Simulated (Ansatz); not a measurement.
## Nudged elastic band, with input and output: AlSi36H17Cl3 (part 2 of 4)

Continued. System: AlSi36H17Cl3 (slab, 57 atoms in the cell). Method: DFT PBE, scalar-relativistic, plane waves, PAW, PAW set soft_1, spin-polarised (Ansatz 0.2.0); cutoff 420 eV, 1×1×1 k-mesh, Gaussian smearing of 0.02 eV, collinear spins. The input holds or restrains some coordinates. It belongs to a series of runs on one base structure; here: band between the two ends.

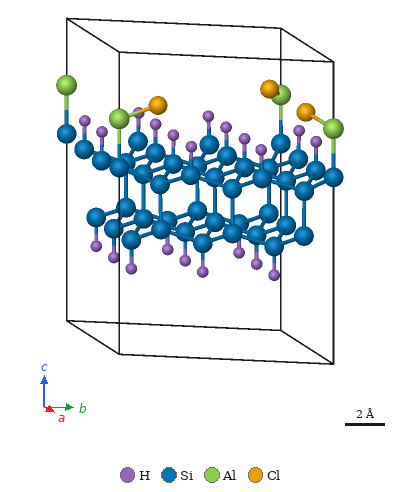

The structure as given in the input (ball-and-stick view of the cell of the calculation, with the vacuum cut short, seen slightly off an axis). An atom can appear more than once, as a periodic image.

### The program's output, continued
```
SCF iter   1: F=—  HF=-26941.918828 eV  |F-HF|=—  |Δ(HF+E_count)|=         —  Δρ=1.92e-2 (↑1.92e-2 ↓1.92e-2)  dr2=3.12e1  dr2_m=0.00e0  M=0.000 μB ∫|m|=0.000 μB  β_m=0.30  ethr=3.10e-3  ⟨swp⟩=8.0  Hψ=838  notcnv=0  defer=19
preconditioner: auto → Resta (q_TF=auto, 1.795 Å⁻¹)  ε∞=2.5  [insulator: Δε(μ)=1.742 eV  Ē_g=8.630 eV  σ=0.020 eV  W_gap=0.50  n_scr=244 (ndim 8)  ℏωp=10.4 eV  f_vac=0.481  D(μ)=56.42/eV (n_scr^D=372)  ε∞_Penn≈2.5  vacuum switching on, ρ_ref=5.4e-3 e/Å³]
spin=Collinear: Resta preconditioning applied to the charge; magnetization (m = ρ↑ − ρ↓) channel mixes plain (no charge-response kernel on spin).
SCF iter   2: F=—  HF=-26937.082308 eV  |F-HF|=—  |Δ(HF+E_count)|=    4.84e0  Δρ=1.32e-2 (↑1.32e-2 ↓1.32e-2)  dr2=1.50e1  dr2_m=0.00e0  M=0.000 μB ∫|m|=0.000 μB  β_m=0.63  ethr=3.10e-3  ⟨swp⟩=3.0  Hψ=263  notcnv=0  defer=41
SCF iter   3: F=—  HF=-26932.985763 eV  |F-HF|=—  |Δ(HF+E_count)|=    4.10e0  Δρ=1.34e-3 (↑1.34e-3 ↓1.34e-3)  dr2=9.59e-1  dr2_m=0.00e0  M=0.000 μB ∫|m|=0.000 μB  β_m=0.57  ethr=3.10e-3  ⟨swp⟩=3.0  Hψ=197  notcnv=0  defer=41
SCF iter   4: F=—  HF=-26932.935309 eV  |F-HF|=—  |Δ(HF+E_count)|=   5.05e-2  Δρ=8.05e-4 (↑8.05e-4 ↓8.05e-4)  dr2=2.84e-1  dr2_m=0.00e0  M=0.000 μB ∫|m|=0.000 μB  β_m=0.53  ethr=5.18e-4  ⟨swp⟩=3.0  Hψ=202  notcnv=0  defer=50
SCF iter   5: F=—  HF=-26932.920338 eV  |F-HF|=—  |Δ(HF+E_count)|=   1.50e-2  Δρ=3.80e-4 (↑3.80e-4 ↓3.80e-4)  dr2=1.87e-2  dr2_m=0.00e0  M=0.000 μB ∫|m|=0.000 μB  β_m=0.63  ethr=1.54e-4  ⟨swp⟩=3.0  Hψ=149  notcnv=0  defer=50
SCF iter   6: F=—  HF=-26932.929818 eV  |F-HF|=—  |Δ(HF+E_count)|=   9.48e-3  Δρ=1.33e-4 (↑1.33e-4 ↓1.33e-4)  dr2=2.58e-3  dr2_m=0.00e0  M=0.000 μB ∫|m|=0.000 μB  β_m=0.65  ethr=1.01e-5  ⟨swp⟩=2.0  Hψ=169  notcnv=0  defer=50
SCF iter   7: F=—  HF=-26932.931466 eV  |F-HF|=—  |Δ(HF+E_count)|=   1.65e-3  Δρ=3.05e-5 (↑3.05e-5 ↓3.05e-5)  dr2=1.20e-4  dr2_m=0.00e0  M=0.000 μB ∫|m|=0.000 μB  β_m=0.70  ethr=1.39e-6  ⟨swp⟩=2.0  Hψ=189  notcnv=0  defer=50
SCF iter   8: F=—  HF=-26932.931599 eV  |F-HF|=—  |Δ(HF+E_count)|=   1.32e-4  Δρ=9.55e-6 (↑9.55e-6 ↓9.55e-6)  dr2=1.05e-5  dr2_m=0.00e0  M=0.000 μB ∫|m|=0.000 μB  β_m=0.73  ethr=6.51e-8  ⟨swp⟩=2.0  Hψ=193  notcnv=0  defer=50
SCF iter   9: F=—  HF=-26932.932421 eV  |F-HF|=—  |Δ(HF+E_count)|=   8.22e-4  Δρ=2.95e-6 (↑2.95e-6 ↓2.95e-6)  dr2=3.17e-6  dr2_m=0.00e0  M=0.000 μB ∫|m|=0.000 μB  β_m=0.67  ethr=5.65e-9  ⟨swp⟩=2.0  Hψ=240  notcnv=0  defer=50
[...]
  greatest PAW one-centre occupation: 0.903 electrons in one spin orbital (limit 2), on the Cl atom at site 54 (counted from 0), in its partial waves of l = 0
NSCF: frozen V_eff on 1 k-points
NEB end point (image 0): max|allowed force component| = 1.995e-2 eV/Å (the criterion of neb.relax_end_points is 1.000e-2)
NEB end point (image 6): max|allowed force component| = 1.751e-2 eV/Å (the criterion of neb.relax_end_points is 1.000e-2)
NEB image 1
preconditioner: auto → Resta (q_TF=auto, 1.795 Å⁻¹)  ε∞=2.5  [insulator: Δε(μ)=1.764 eV  Ē_g=8.630 eV  σ=0.020 eV  W_gap=0.50  n_scr=244 (ndim 8)  ℏωp=10.4 eV  f_vac=0.479  D(μ)=56.42/eV (n_scr^D=372)  ε∞_Penn≈2.5  vacuum switching on, ρ_ref=5.4e-3 e/Å³]
spin=Collinear: Resta preconditioning applied to the charge; magnetization (m = ρ↑ − ρ↓) channel mixes plain (no charge-response kernel on spin).
NEB image 2
preconditioner: auto → Resta (q_TF=auto, 1.795 Å⁻¹)  ε∞=2.5  [insulator: Δε(μ)=1.781 eV  Ē_g=8.630 eV  σ=0.020 eV  W_gap=0.50  n_scr=244 (ndim 8)  ℏωp=10.4 eV  f_vac=0.478  D(μ)=56.42/eV (n_scr^D=372)  ε∞_Penn≈2.5  vacuum switching on, ρ_ref=5.4e-3 e/Å³]
spin=Collinear: Resta preconditioning applied to the charge; magnetization (m = ρ↑ − ρ↓) channel mixes plain (no charge-response kernel on spin).
NEB image 3
preconditioner: auto → Resta (q_TF=auto, 1.795 Å⁻¹)  ε∞=2.5  [insulator: Δε(μ)=1.786 eV  Ē_g=8.627 eV  σ=0.020 eV  W_gap=0.50  n_scr=244 (ndim 8)  ℏωp=10.4 eV  f_vac=0.478  D(μ)=56.42/eV (n_scr^D=372)  ε∞_Penn≈2.5  vacuum switching on, ρ_ref=5.4e-3 e/Å³]
spin=Collinear: Resta preconditioning applied to the charge; magnetization (m = ρ↑ − ρ↓) channel mixes plain (no charge-response kernel on spin).
NEB image 4
preconditioner: auto → Resta (q_TF=auto, 1.795 Å⁻¹)  ε∞=2.5  [insulator: Δε(μ)=1.779 eV  Ē_g=8.629 eV  σ=0.020 eV  W_gap=0.50  n_scr=244 (ndim 8)  ℏωp=10.4 eV  f_vac=0.479  D(μ)=56.42/eV (n_scr^D=372)  ε∞_Penn≈2.5  vacuum switching on, ρ_ref=5.4e-3 e/Å³]
spin=Collinear: Resta preconditioning applied to the charge; magnetization (m = ρ↑ − ρ↓) channel mixes plain (no charge-response kernel on spin).
NEB image 5
preconditioner: auto → Resta (q_TF=auto, 1.795 Å⁻¹)  ε∞=2.5  [insulator: Δε(μ)=1.763 eV  Ē_g=8.629 eV  σ=0.020 eV  W_gap=0.50  n_scr=244 (ndim 8)  ℏωp=10.4 eV  f_vac=0.479  D(μ)=56.42/eV (n_scr^D=372)  ε∞_Penn≈2.5  vacuum switching on, ρ_ref=5.4e-3 e/Å³]
spin=Collinear: Resta preconditioning applied to the charge; magnetization (m = ρ↑ − ρ↓) channel mixes plain (no charge-response kernel on spin).
  greatest PAW one-centre occupation: 0.903 electrons in one spin orbital (limit 2), on the Cl atom at site 56 (counted from 0), in its partial waves of l = 0
NEB iter   1: max|band force component| = 1.654e0 eV/Å  barrier→ = 0.3242 eV  barrier← = 0.3617 eV  Δτ_max = 0.2000 Å  (77 SCF iters)
  M     (μB):  +0.0000  +0.0000  +0.0000  +0.0000  +0.0000  +0.0000  +0.0000
  M_abs (μB):   0.0000   0.0000   0.0000   0.0000   0.0000   0.0000   0.0000
NEB image 1
Initial density: handed on by an earlier stage of this run
Initial wavefunctions: those handed on with the density
preconditioner: auto → Resta (q_TF=auto, 1.795 Å⁻¹)  ε∞=2.5  [insulator: Δε(μ)=1.475 eV  Ē_g=8.526 eV  σ=0.020 eV  W_gap=0.50  n_scr=244 (ndim 8)  ℏωp=10.6 eV  f_vac=0.513  D(μ)=56.42/eV (n_scr^D=372)  ε∞_Penn≈2.5  vacuum switching on, ρ_ref=5.3e-3 e/Å³]
spin=Collinear: Resta preconditioning applied to the charge; magnetization (m = ρ↑ − ρ↓) channel mixes plain (no charge-response kernel on spin).
NEB image 2
preconditioner: auto → Resta (q_TF=auto, 1.795 Å⁻¹)  ε∞=2.5  [insulator: Δε(μ)=1.481 eV  Ē_g=8.506 eV  σ=0.020 eV  W_gap=0.50  n_scr=244 (ndim 8)  ℏωp=10.6 eV  f_vac=0.512  D(μ)=56.42/eV (n_scr^D=372)  ε∞_Penn≈2.5  vacuum switching on, ρ_ref=5.2e-3 e/Å³]
spin=Collinear: Resta preconditioning applied to the charge; magnetization (m = ρ↑ − ρ↓) channel mixes plain (no charge-response kernel on spin).
NEB image 3
preconditioner: auto → Resta (q_TF=auto, 1.795 Å⁻¹)  ε∞=2.5  [insulator: Δε(μ)=1.488 eV  Ē_g=8.497 eV  σ=0.020 eV  W_gap=0.50  n_scr=244 (ndim 8)  ℏωp=10.6 eV  f_vac=0.512  D(μ)=56.42/eV (n_scr^D=372)  ε∞_Penn≈2.5  vacuum switching on, ρ_ref=5.2e-3 e/Å³]
spin=Collinear: Resta preconditioning applied to the charge; magnetization (m = ρ↑ − ρ↓) channel mixes plain (no charge-response kernel on spin).
NEB image 4
preconditioner: auto → Resta (q_TF=auto, 1.795 Å⁻¹)  ε∞=2.5  [insulator: Δε(μ)=1.482 eV  Ē_g=8.508 eV  σ=0.020 eV  W_gap=0.50  n_scr=244 (ndim 8)  ℏωp=10.6 eV  f_vac=0.512  D(μ)=56.42/eV (n_scr^D=372)  ε∞_Penn≈2.5  vacuum switching on, ρ_ref=5.2e-3 e/Å³]
spin=Collinear: Resta preconditioning applied to the charge; magnetization (m = ρ↑ − ρ↓) channel mixes plain (no charge-response kernel on spin).
NEB image 5
preconditioner: auto → Resta (q_TF=auto, 1.795 Å⁻¹)  ε∞=2.5  [insulator: Δε(μ)=1.477 eV  Ē_g=8.529 eV  σ=0.020 eV  W_gap=0.50  n_scr=244 (ndim 8)  ℏωp=10.6 eV  f_vac=0.514  D(μ)=56.42/eV (n_scr^D=372)  ε∞_Penn≈2.5  vacuum switching on, ρ_ref=5.3e-3 e/Å³]
spin=Collinear: Resta preconditioning applied to the charge; magnetization (m = ρ↑ − ρ↓) channel mixes plain (no charge-response kernel on spin).
NEB iter   2: max|band force component| = 4.618e-1 eV/Å  barrier→ = 0.0868 eV  barrier← = 0.1243 eV  CI = image 3  Δτ_max = 0.0948 Å  (45 SCF iters)
  M     (μB):  +0.0000  +0.0000  +0.0000  +0.0000  +0.0000  +0.0000  +0.0000
  M_abs (μB):   0.0000   0.0000   0.0000   0.0000   0.0000   0.0000   0.0000
NEB image 1
preconditioner: auto → Resta (q_TF=auto, 1.795 Å⁻¹)  ε∞=2.5  [insulator: Δε(μ)=1.459 eV  Ē_g=8.550 eV  σ=0.020 eV  W_gap=0.50  n_scr=244 (ndim 8)  ℏωp=10.6 eV  f_vac=0.513  D(μ)=56.42/eV (n_scr^D=372)  ε∞_Penn≈2.5  vacuum switching on, ρ_ref=5.3e-3 e/Å³]
spin=Collinear: Resta preconditioning applied to the charge; magnetization (m = ρ↑ − ρ↓) channel mixes plain (no charge-response kernel on spin).
NEB image 2
preconditioner: auto → Resta (q_TF=auto, 1.795 Å⁻¹)  ε∞=2.5  [insulator: Δε(μ)=1.459 eV  Ē_g=8.547 eV  σ=0.020 eV  W_gap=0.50  n_scr=244 (ndim 8)  ℏωp=10.6 eV  f_vac=0.512  D(μ)=56.42/eV (n_scr^D=372)  ε∞_Penn≈2.5  vacuum switching on, ρ_ref=5.3e-3 e/Å³]
spin=Collinear: Resta preconditioning applied to the charge; magnetization (m = ρ↑ − ρ↓) channel mixes plain (no charge-response kernel on spin).
NEB image 3
preconditioner: auto → Resta (q_TF=auto, 1.795 Å⁻¹)  ε∞=2.5  [insulator: Δε(μ)=1.464 eV  Ē_g=8.546 eV  σ=0.020 eV  W_gap=0.50  n_scr=244 (ndim 8)  ℏωp=10.6 eV  f_vac=0.512  D(μ)=56.42/eV (n_scr^D=372)  ε∞_Penn≈2.5  vacuum switching on, ρ_ref=5.3e-3 e/Å³]
spin=Collinear: Resta preconditioning applied to the charge; magnetization (m = ρ↑ − ρ↓) channel mixes plain (no charge-response kernel on spin).
NEB image 4
preconditioner: auto → Resta (q_TF=auto, 1.795 Å⁻¹)  ε∞=2.5  [insulator: Δε(μ)=1.463 eV  Ē_g=8.549 eV  σ=0.020 eV  W_gap=0.50  n_scr=244 (ndim 8)  ℏωp=10.6 eV  f_vac=0.513  D(μ)=56.42/eV (n_scr^D=372)  ε∞_Penn≈2.5  vacuum switching on, ρ_ref=5.3e-3 e/Å³]
spin=Collinear: Resta preconditioning applied to the charge; magnetization (m = ρ↑ − ρ↓) channel mixes plain (no charge-response kernel on spin).
NEB image 5
preconditioner: auto → Resta (q_TF=auto, 1.795 Å⁻¹)  ε∞=2.5  [insulator: Δε(μ)=1.463 eV  Ē_g=8.554 eV  σ=0.020 eV  W_gap=0.50  n_scr=244 (ndim 8)  ℏωp=10.6 eV  f_vac=0.514  D(μ)=56.42/eV (n_scr^D=372)  ε∞_Penn≈2.5  vacuum switching on, ρ_ref=5.3e-3 e/Å³]
spin=Collinear: Resta preconditioning applied to the charge; magnetization (m = ρ↑ − ρ↓) channel mixes plain (no charge-response kernel on spin).
NEB iter   3: max|band force component| = 6.985e-2 eV/Å  barrier→ = 0.0557 eV  barrier← = 0.0931 eV  CI = image 3  Δτ_max = 0.0433 Å  (41 SCF iters)
  M     (μB):  +0.0000  +0.0000  +0.0000  +0.0000  +0.0000  +0.0000  +0.0000
  M_abs (μB):   0.0000   0.0000   0.0000   0.0000   0.0000   0.0000   0.0000
NEB image 1
preconditioner: auto → Resta (q_TF=auto, 1.795 Å⁻¹)  ε∞=2.5  [insulator: Δε(μ)=1.462 eV  Ē_g=8.550 eV  σ=0.020 eV  W_gap=0.50  n_scr=244 (ndim 8)  ℏωp=10.6 eV  f_vac=0.513  D(μ)=56.42/eV (n_scr^D=372)  ε∞_Penn≈2.5  vacuum switching on, ρ_ref=5.3e-3 e/Å³]
spin=Collinear: Resta preconditioning applied to the charge; magnetization (m = ρ↑ − ρ↓) channel mixes plain (no charge-response kernel on spin).
NEB image 2
spin=Collinear: Resta preconditioning applied to the charge; magnetization (m = ρ↑ − ρ↓) channel mixes plain (no charge-response kernel on spin).
NEB image 3
preconditioner: auto → Resta (q_TF=auto, 1.795 Å⁻¹)  ε∞=2.5  [insulator: Δε(μ)=1.468 eV  Ē_g=8.549 eV  σ=0.020 eV  W_gap=0.50  n_scr=244 (ndim 8)  ℏωp=10.6 eV  f_vac=0.512  D(μ)=56.42/eV (n_scr^D=372)  ε∞_Penn≈2.5  vacuum switching on, ρ_ref=5.3e-3 e/Å³]
spin=Collinear: Resta preconditioning applied to the charge; magnetization (m = ρ↑ − ρ↓) channel mixes plain (no charge-response kernel on spin).
NEB image 4
preconditioner: auto → Resta (q_TF=auto, 1.795 Å⁻¹)  ε∞=2.5  [insulator: Δε(μ)=1.465 eV  Ē_g=8.551 eV  σ=0.020 eV  W_gap=0.50  n_scr=244 (ndim 8)  ℏωp=10.6 eV  f_vac=0.513  D(μ)=56.42/eV (n_scr^D=372)  ε∞_Penn≈2.5  vacuum switching on, ρ_ref=5.3e-3 e/Å³]
spin=Collinear: Resta preconditioning applied to the charge; magnetization (m = ρ↑ − ρ↓) channel mixes plain (no charge-response kernel on spin).
NEB image 5
preconditioner: auto → Resta (q_TF=auto, 1.795 Å⁻¹)  ε∞=2.5  [insulator: Δε(μ)=1.464 eV  Ē_g=8.554 eV  σ=0.020 eV  W_gap=0.50  n_scr=244 (ndim 8)  ℏωp=10.6 eV  f_vac=0.514  D(μ)=56.42/eV (n_scr^D=372)  ε∞_Penn≈2.5  vacuum switching on, ρ_ref=5.3e-3 e/Å³]
spin=Collinear: Resta preconditioning applied to the charge; magnetization (m = ρ↑ − ρ↓) channel mixes plain (no charge-response kernel on spin).
NEB image 1
NSCF: frozen V_eff on 1 k-points
NEB image 2
NSCF: frozen V_eff on 1 k-points
NEB image 4
NSCF: frozen V_eff on 1 k-points
NEB image 5
NSCF: frozen V_eff on 1 k-points
NEB image 3
NSCF: frozen V_eff on 1 k-points
the band table was solved once a step of the walk had ended and its energy, with any forces and stress, was formed, with the checks that follow a solve (865 applications of the Hamiltonian). They found nothing against the state; the energy, forces and stress were not computed again (output.eigenvalues in the input reference)
NEB iter   4: max|band force component| = 3.860e-2 eV/Å  barrier→ = 0.0536 eV  barrier← = 0.0910 eV  CI = image 3  Δτ_max = 0.0000 Å  (34 SCF iters)
  M     (μB):  +0.0000  +0.0000  +0.0000  +0.0000  +0.0000  +0.0000  +0.0000
  M_abs (μB):   0.0000   0.0000   0.0000   0.0000   0.0000   0.0000   0.0000
```

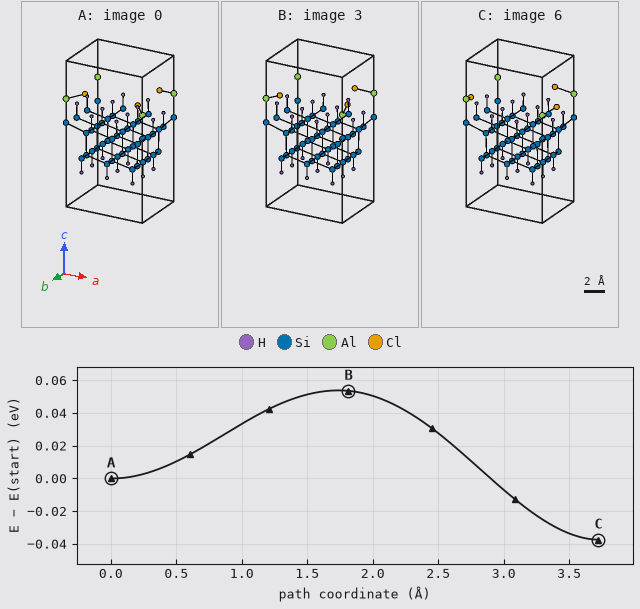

Images of the last band (counted from 0; ball-and-stick, simulation cell, with the vacuum cut short, seen at an oblique angle) above the energy along the path; the line is a cubic interpolation that uses the forces. The highest image is number 3, 0.054 eV above the start and 0.091 eV above the end (the climbing image); the end lies 0.037 eV below the start. The path is 3.72 Å long, and Cl55 moves most (2.05 Å). The band converged in 4 iterations. The end points carry forces over 0.1 eV/Å, so they aren't fully relaxed minima and the barriers are approximate.

```
Magnetization: 0.0000 μB (92.5000 up, 92.5000 down)
Absolute magnetization: 0.0000 μB (∫|ρ↑−ρ↓|)
Spin contamination: 0.0000 ħ² per cell (⟨S²⟩ above its minimum at these occupations)
Per-site moments (μB) at R_I (Å): [(0.0, 0.6187496982145564), (0.0, 0.6187496982145564), (0.0, 0.6187496982145564), (0.0, 0.6187496982145564), (0.0, 0.6187496982145564), (0.0, 0.6187496982145564), (0.0, 0.6187496982145564), (0.0, 0.6187496982145564), (0.0, 0.6187496982145564), (0.0, 0.6187496982145564), (0.0, 0.6187496982145564), (0.0, 0.6187496982145564), (0.0, 0.6187496982145564), (0.0, 0.6187496982145564), (0.0, 0.6187496982145564), (0.0, 0.6187496982145564), (0.0, 0.6187496982145564), (0.0, 0.6187496982145564), (0.0, 0.9671655314600965), (0.0, 0.9638636742711822), (0.0, 0.9636568081425001), (0.0, 0.9616386627593628), (0.0, 0.9643517992712649), (0.0, 0.9632033358278158), (0.0, 0.9689792017640791), (0.0, 0.9673717145003268), (0.0, 0.9627817609362559), (0.0, 0.9641483396221331), (0.0, 0.9635854269754868), (0.0, 0.9628324943966887), (0.0, 0.9625684336333928), (0.0, 0.9644444660307404), (0.0, 0.9627907848628419), (0.0, 0.9714962791817524), (0.0, 0.9657051414230267), (0.0, 0.9629774132144536), (0.0, 0.9714962791817524), (0.0, 0.6161989466115846), (0.0, 0.6184358525036432), (0.0, 0.6183438496225268), (0.0, 0.6186848922040545), (0.0, 0.6162036515713021), (0.0, 0.6168053617416953), (0.0, 0.6183878806995827), (0.0, 0.618757658287865), (0.0, 0.6161989466115846), (0.0, 0.6184358525036432), (0.0, 0.6183438496225268), (0.0, 0.6186848922040545), (0.0, 0.6162036515713021), (0.0, 0.6168053617416953), (0.0, 0.6183878806995827), (0.0, 0.618757658287865), (0.0, 0.8843683469334179), (0.0, 0.8843683469334179), (0.0, 0.8855748853522216), (0.0, 0.8855495786402373)]
Free energy (F): -26932.841412 eV
Harris-Foulkes:  -26932.841412 eV  (|F-HF|=2.98e-9)
Internal energy: -26932.830128 eV  (E = F + TS)
E sigma→0 (E₀):  -26932.835770 eV
Entropy (-TS):   -0.011284 eV (-0.198 meV/atom)
Fermi energy:    -1.329917 eV
--- Per-component energies (eV) ---
  E_band       = -1150.557117
  E_kinetic    = 2176.030795
  E_local      = -31368.256967  (includes V_loc(G=0)·N_el)
  E_nonlocal   = 935.082183
  E_hartree    = 14736.694279
  E_xc         = -2534.604998
  E_vxc        = -2279.806462  (∫ρ·V_xc dr)
  E_paw        = -20878.407351  (= ΣΔE_a)
  E_vpaw       = -86.982600  (= ΣTr[D̂ρ^β])
  E_aug_tail   = -0.014670  (compensation charges beyond the density's cutoff)
  E_ewald      = 10000.646600
  E_smearing   = -0.011284  (= −TS)
  E_closure    = 0.000000  (closes the sum)
  Σ components = -26932.841412   (vs F -26932.841412, Δ=0.00e0)
--- Forces (eV/Å), atoms counted from 1 ---
  atom   1  H     -0.00217975     0.00086433    -0.03301536
  atom   2  H      0.00235275     0.00895711    -0.04192513
  atom   3  H      0.01040185     0.00157931    -0.03313021
  atom   4  H      0.01227839     0.00549171    -0.04124358
  atom   5  H      0.00108400    -0.00189170    -0.04085575
  atom   6  H     -0.00859158    -0.02521586    -0.04576616
  atom   7  H      0.00963230     0.00710676    -0.03312370
  atom   8  H     -0.01392919     0.02400146    -0.04746438
  atom   9  H      0.03574798     0.00249866    -0.04863069
  atom  10  Si    -0.08020093    -0.04015505     0.10750912
  atom  11  Si    -0.01416561    -0.00071892    -0.01323579
  atom  12  Si     0.06810184    -0.05056991     0.09805605
  atom  13  Si    -0.00694996    -0.00578260    -0.00585741
  atom  14  Si    -0.02071832    -0.00950045    -0.00454827
  atom  15  Si    -0.01480555    -0.10668279     0.03981475
  atom  16  Si    -0.00675047     0.08259872     0.09600530
  atom  17  Si    -0.08462562     0.06580114     0.02263789
  atom  18  Si     0.09240707     0.02771452     0.02966797
  atom  19  Si     0.00314724     0.00472572     0.00145650
  atom  20  Si     0.00522028     0.00459290     0.00067826
  atom  21  Si     0.00056221     0.00334807     0.00060988
  atom  22  Si    -0.00619766    -0.00151169    -0.00130414
  atom  23  Si     0.00735685    -0.00230927     0.00100209
  atom  24  Si     0.00533778     0.00384693    -0.00050686
  atom  25  Si     0.00586955     0.00597281    -0.00035616
  atom  26  Si     0.00231473     0.00172916     0.00158723
  atom  27  Si     0.00335363    -0.00104741    -0.00048626
  atom  28  Si     0.00333972    -0.00286966    -0.00462652
  atom  29  Si    -0.00133760    -0.00001499    -0.00316574
  atom  30  Si    -0.00348021    -0.00169537    -0.00350285
  atom  31  Si     0.00112132    -0.00110324    -0.00441500
  atom  32  Si    -0.00350205    -0.00329923    -0.00279312
  atom  33  Si    -0.00312137     0.00066195    -0.00483969
  atom  34  Si    -0.00244824    -0.00284179     0.01093088
  atom  35  Si     0.00234327    -0.00135804    -0.00057688
  atom  36  Si     0.00020379    -0.00262329    -0.00466213
  atom  37  Si     0.00642453     0.01288777     0.01155170
  atom  38  Si    -0.00469039     0.00209581    -0.00187973
  atom  39  Si     0.00222174     0.00037922     0.00226620
  atom  40  Si     0.00007240    -0.00039700    -0.00118427
  atom  41  Si     0.00164709     0.00256137     0.00169655
  atom  42  Si     0.00422554    -0.00409558     0.00015360
  atom  43  Si     0.00177762     0.00342830     0.00286166
  atom  44  Si    -0.00291844     0.00503021     0.00397805
```
